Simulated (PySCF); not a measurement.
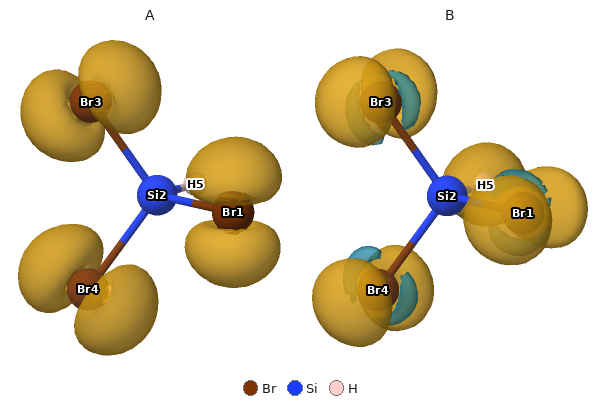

*Br$_{3}$HSi, SMILES `Br[SiH](Br)Br`. The Fukui function f⁻ from two separate SCF calculations and the density of the HOMO, at ±0.02 e/Å³ (yellow positive, teal negative).*

Level of theory: ωB97X/def2-TZVP (PySCF), at a geometry from GFN2-xTB. No frequency check shows the geometry to be a minimum. GFN2-xTB bond lengths at metals and heavier atoms can be off by up to 0.1 Å and shapes distorted, which carries into these values.

Geometry (Å), atoms numbered from 1:

```
Br1      2.0732    0.0670    0.1062
Si2     -0.0001    0.0000   -0.6474
Br3     -1.0946    1.7619    0.1062
Br4     -0.9786   -1.8290    0.1062
H5       0.0002    0.0003   -2.0879
```

Which panel is which, and how good is the frozen-orbital picture?

B is f⁻ (it has negative regions), A the HOMO density. The HOMO lies on Br1, Br3 and Br4 (32 % each); f⁻ (Hirshfeld-condensed) is largest on Br1, Br3 and Br4 (0.27 each); the vertical ionisation energy is 11.44 eV (the stability of the cation's solution wasn't checked). Relaxation shifts 15 % of the electron between atoms. The orbital energy is −10.86 eV.
